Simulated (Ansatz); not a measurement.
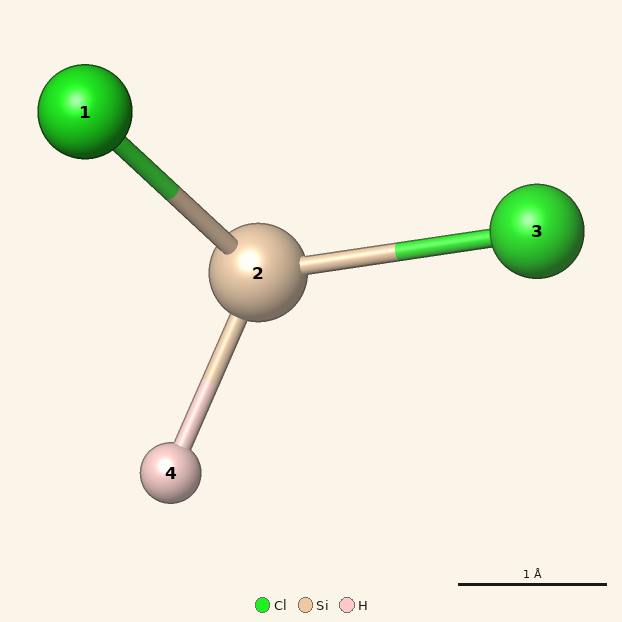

(Drawn from a calculation with Ansatz.)

Orthographic view. Depth is shown by fading: the farther an atom, the more it takes the colour of the background. Charge 0, doublet. Geometry: moved along internal coordinates away from the minimum.

Give the geometry as a Z-matrix, atoms in numerical order, with these reference atoms: 2 to 1; 3 to 2, 1; 4 to 2, 1, 3.

```
Cl 
Si   1   2.047
Cl   2   2.047   1   103.5
H    2   1.488   1   108.0   3   130.0
```
